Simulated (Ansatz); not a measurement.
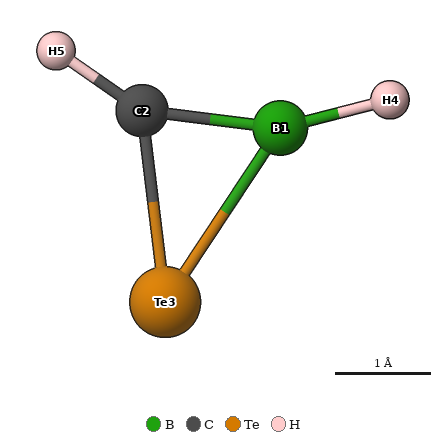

The starting structure (ball-and-stick view, seen on its broad side; atoms are numbered from 1 in the order of the input).

**CH2BTe (charge +1): geometry relaxation**

System: CH2BTe, charge +1.
Method: RKS PBE0-D4/def2-TZVP (Ansatz 0.2.0).

Figures and captions count atoms from 1; the log counts them from 0 in places.

## The program's output
```
Functional definition: PBE0
  name "PBE0"
  cite "Adamo & Barone, J. Chem. Phys. 110, 6158 (1999) doi:10.1063/1.478522"
  cite "Perdew, Burke & Ernzerhof, Phys. Rev. Lett. 77, 3865 (1996) doi:10.1103/PhysRevLett.77.3865"
  parent pbe
  parameter a = 0.25
  parameter kappa = 0.804
  parameter beta = 0.06672455060314922
  exchange = (1 - a)*pbe_x(kappa = kappa, mu = beta*pi^2/3) + a*exact_x
  correlation = pbe_c(beta = beta)
875 factors; their error is unknown
mean field evaluation 1: about -9005.7554 eV, gradient 9.1e1 eV
mean field evaluation 2: about -8929.3796 eV, gradient 1.7e2 eV
mean field evaluation 4: about -9027.7373 eV, gradient 1.2e1 eV
mean field evaluation 8: about -9028.0411 eV, gradient 9.6e-2 eV
mean field evaluation 16: about -9028.1807 eV, gradient 1.8e-4 eV
mean field -9028.18070478 eV, -331.7795213800 hartree, gradient 2.4e-5 eV, S^2 0.000000; 0 other end points of the search recorded, 0 dependent functions left out
the calculation of the forces begins
reference -9028.18073286 eV, -331.7795224120 hartree; 18, 18 occupied and 106, 106 virtual orbitals, 875 factors
relax step   1: F+E_penalty+E_count = -9028.25296091 eV  Δ(F+E_penalty+E_count) = +0.000e0 eV  max|allowed force component| = 8.946e-1 eV/Å  Δτ_max = 0.0000 Å  (30 SCF iters, accepted)
these checks for a lower state are left out or cut short: starts, cluster_reference, orbital_swaps, neighbouring_geometries, increment
875 factors; their error is unknown
mean field -9028.21928837 eV, -331.7809393006 hartree, gradient 2.3e-5 eV, S^2 0.000000; 0 other end points of the search recorded, 0 dependent functions left out
the calculation of the forces begins
reference -9028.21931634 eV, -331.7809403286 hartree; 18, 18 occupied and 106, 106 virtual orbitals, 875 factors
relax step   2: F+E_penalty+E_count = -9028.29178331 eV  Δ(F+E_penalty+E_count) = -3.882e-2 eV  max|allowed force component| = 1.335e-1 eV/Å  Δτ_max = 0.0368 Å  (33 SCF iters, accepted)
these checks for a lower state are left out or cut short: starts, cluster_reference, orbital_swaps, neighbouring_geometries, increment
875 factors; their error is unknown
mean field evaluation 32: about -9028.2211 eV, gradient 2.1e-5 eV
mean field -9028.22107562 eV, -331.7810049810 hartree, gradient 2.1e-5 eV, S^2 0.000000; 0 other end points of the search recorded, 0 dependent functions left out
the calculation of the forces begins
reference -9028.22110355 eV, -331.7810060076 hartree; 18, 18 occupied and 106, 106 virtual orbitals, 875 factors
relax step   3: F+E_penalty+E_count = -9028.29358376 eV  Δ(F+E_penalty+E_count) = -1.800e-3 eV  max|allowed force component| = 2.688e-2 eV/Å  Δτ_max = 0.0109 Å  (35 SCF iters, accepted)
these checks for a lower state are left out or cut short: starts, cluster_reference, orbital_swaps, neighbouring_geometries, increment
875 factors; their error is unknown
mean field -9028.22115090 eV, -331.7810077474 hartree, gradient 2.1e-5 eV, S^2 0.000000; 0 other end points of the search recorded, 0 dependent functions left out
the calculation of the forces begins
reference -9028.22117883 eV, -331.7810087739 hartree; 18, 18 occupied and 106, 106 virtual orbitals, 875 factors
relax step   4: F+E_penalty+E_count = -9028.29365768 eV  Δ(F+E_penalty+E_count) = -7.393e-5 eV  max|allowed force component| = 1.782e-2 eV/Å  Δτ_max = 0.0026 Å  (34 SCF iters, accepted)
these checks for a lower state are left out or cut short: starts, cluster_reference, orbital_swaps, neighbouring_geometries, increment
875 factors; their error is unknown
mean field -9028.22117279 eV, -331.7810085519 hartree, gradient 2.1e-5 eV, S^2 0.000000; 0 other end points of the search recorded, 0 dependent functions left out
the calculation of the forces begins
reference -9028.22120072 eV, -331.7810095785 hartree; 18, 18 occupied and 106, 106 virtual orbitals, 875 factors
relax step   5: F+E_penalty+E_count = -9028.29367820 eV  Δ(F+E_penalty+E_count) = -2.052e-5 eV  max|allowed force component| = 5.864e-3 eV/Å  Δτ_max = 0.0019 Å  (35 SCF iters, accepted)
these checks for a lower state are left out or cut short: starts, cluster_reference, orbital_swaps, neighbouring_geometries, increment
875 factors; their error is unknown
mean field -9028.22117882 eV, -331.7810087736 hartree, gradient 2.1e-5 eV, S^2 0.000000; 0 other end points of the search recorded, 0 dependent functions left out
the calculation of the forces begins
reference -9028.22120675 eV, -331.7810098001 hartree; 18, 18 occupied and 106, 106 virtual orbitals, 875 factors
relax step   6: F+E_penalty+E_count = -9028.29368364 eV  Δ(F+E_penalty+E_count) = -5.439e-6 eV  max|allowed force component| = 9.547e-4 eV/Å  Δτ_max = 0.0008 Å  (35 SCF iters, accepted)
875 factors; their error is unknown
mean field evaluation 64: about -9027.8070 eV, gradient 1.2e1 eV
```

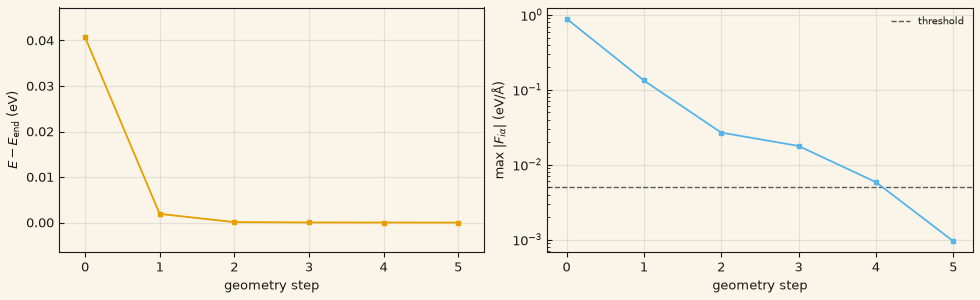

Progress of the relaxation, step by step (the first geometry is step 0 here and step 1 in the log).

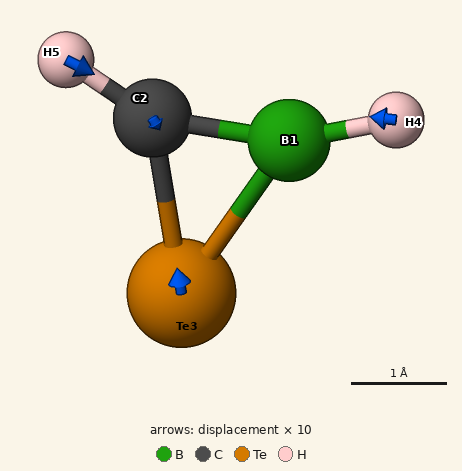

The starting structure with the displacements as blue arrows, magnified 10 times (ball-and-stick view, seen at a tilt). The two geometries are laid on each other by the best rigid fit. The energy falls by 0.041 eV in 5 geometry steps. The largest force component goes from 0.89 to 0.00096 eV/Å. H5 moves most after the best rigid fit: 0.035 Å. Largest moves by element: H 0.035 Å, Te 0.030 Å, C 0.016 Å, B 0.006 Å. Among the contacts that change: C2–Te3 2.033 → 1.988 Å, B1–Te3 2.208 → 2.181 Å, B1–H4 1.197 → 1.176 Å, C2–H5 1.103 → 1.083 Å. (Atoms are counted from 1 in the order of the input.)

```
mean field -9028.22117882 eV, -331.7810087736 hartree, gradient 2.1e-5 eV, S^2 0.000000; 1 other end points of the search recorded, 0 dependent functions left out
the calculation of the forces begins
reference -9028.22120675 eV, -331.7810098001 hartree; 18, 18 occupied and 106, 106 virtual orbitals, 875 factors
Total energy: -9028.29371157 eV, -331.7836743030 hartree
Atom 0 at    -0.676051    -0.532852    -0.066251 Å, force    -0.000108    -0.000700    -0.000955 eV/Å
Atom 1 at     0.212625     0.472383     0.500918 Å, force     0.000744     0.000912     0.000572 eV/Å
Atom 2 at     1.099719    -0.000736    -1.214398 Å, force    -0.000267    -0.000059     0.000206 eV/Å
Atom 3 at    -1.603433    -1.251301    -0.147351 Å, force    -0.000151     0.000090     0.000304 eV/Å
Atom 4 at     0.479421     1.170973     1.284295 Å, force    -0.000218    -0.000242    -0.000127 eV/Å
Dipole moment:    -0.194910     0.046829     0.288621 e Å
```

## Trajectory as extended XYZ (Å, eV, eV/Å), 6 frames, from step=1 to step=6
```
5
Properties=species:S:1:pos:R:3:forces:R:3 step=1 energy=-9028.25296
B    -0.6811   -0.5366   -0.0663    0.1027   0.0995   0.0397
C     0.2106    0.4798    0.5149    0.2191  -0.1556  -0.4858
Te    1.1127   -0.0081   -1.2403   -0.5749   0.1658   0.8946
H    -1.6218   -1.2713   -0.1580    0.4151   0.3295   0.0490
H     0.4919    1.1946    1.3069   -0.1620  -0.4392  -0.4975
5
Properties=species:S:1:pos:R:3:forces:R:3 step=2 energy=-9028.29178
B    -0.6786   -0.5352   -0.0671   -0.0373   0.0126   0.0610
C     0.2106    0.4733    0.5043   -0.0265   0.0529   0.1130
Te    1.0962    0.0005   -1.2085    0.0576  -0.0220  -0.0984
H    -1.6076   -1.2593   -0.1550    0.1012   0.0900   0.0264
H     0.4917    1.1791    1.2834   -0.0950  -0.1335  -0.1020
5
Properties=species:S:1:pos:R:3:forces:R:3 step=3 energy=-9028.29358
B    -0.6765   -0.5335   -0.0667    0.0009   0.0124   0.0180
C     0.2108    0.4722    0.5030    0.0100  -0.0090  -0.0269
Te    1.0986   -0.0004   -1.2128    0.0058   0.0001  -0.0059
H    -1.6035   -1.2525   -0.1493    0.0002   0.0019   0.0032
H     0.4829    1.1727    1.2829   -0.0169  -0.0054   0.0116
5
Properties=species:S:1:pos:R:3:forces:R:3 step=4 energy=-9028.29366
B    -0.6761   -0.5330   -0.0668   -0.0061  -0.0014   0.0047
C     0.2113    0.4723    0.5018    0.0178   0.0013  -0.0153
Te    1.0995   -0.0005   -1.2138   -0.0018   0.0010   0.0030
H    -1.6033   -1.2515   -0.1476   -0.0028  -0.0023  -0.0010
H     0.4808    1.1713    1.2836   -0.0072   0.0014   0.0086
5
Properties=species:S:1:pos:R:3:forces:R:3 step=5 energy=-9028.29368
B    -0.6762   -0.5326   -0.0656   -0.0013  -0.0034  -0.0040
C     0.2129    0.4726    0.5010   -0.0056  -0.0059  -0.0029
Te    1.0993   -0.0011   -1.2145    0.0020   0.0018   0.0006
H    -1.6032   -1.2516   -0.1480    0.0020   0.0037   0.0036
H     0.4794    1.1711    1.2844    0.0029   0.0038   0.0027
5
Properties=species:S:1:pos:R:3:forces:R:3 step=6 energy=-9028.29368
B    -0.6761   -0.5329   -0.0663   -0.0001  -0.0007  -0.0010
C     0.2126    0.4724    0.5009    0.0007   0.0009   0.0006
Te    1.0997   -0.0007   -1.2144   -0.0003  -0.0001   0.0002
H    -1.6034   -1.2513   -0.1474   -0.0002   0.0001   0.0003
H     0.4794    1.1710    1.2843   -0.0002  -0.0002  -0.0001
```

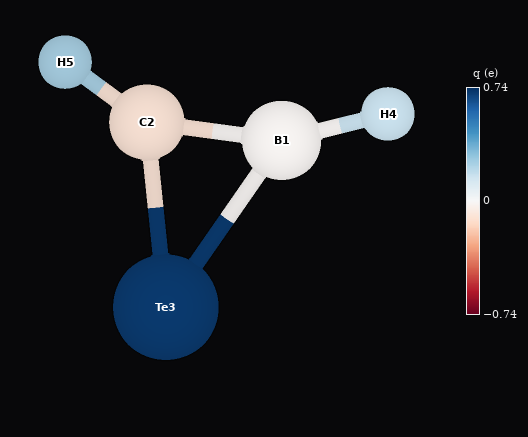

Mulliken charges, as the colour of each atom (ball-and-stick view, seen on its broad side; atoms are numbered from 1 in the order of the input). By element: B −0.01, C −0.10, Te +0.71 and H +0.17 to +0.24 e.

The run was set up as follows.

## Input file
```yaml
crystal:
  periodic: [false, false, false]
  atoms:
    - {symbol: B, position_ang: [-0.681069, -0.536586, -0.066316]}
    - {symbol: C, position_ang: [0.210645, 0.479830, 0.514911]}
    - {symbol: Te, position_ang: [1.112678, -0.008118, -1.240276]}
    - {symbol: H, position_ang: [-1.621831, -1.271298, -0.157973]}
    - {symbol: H, position_ang: [0.491858, 1.194641, 1.306868]}
basis:
  gaussian: {orbitals: def2-TZVP}
total_charge: 1
hamiltonian: {xc: pbe0, dispersion: d4}
relax: {f_tol: 0.005, max_steps: 200}
```

Launched with:
```bash
ansatz run in.yaml --threads 2 --pin off --events-out ev --progress --plain --max-ram 4352MiB
```

## Key numbers

- outcome: converged
- total energy: −9028.2937 eV
- mean-field energy: −9028.2212 eV
- dispersion energy: −0.0725 eV
- SCF solution under orbital rotations: stable
- largest force (length of the vector) at the end: 0.001 eV/Å
- hardware: 2 threads of Intel Xeon @ 2.50GHz, 11 GiB of memory available, shared host
- wall time: 19 s (CPU time 35 s)
- peak memory: 0.22 GiB
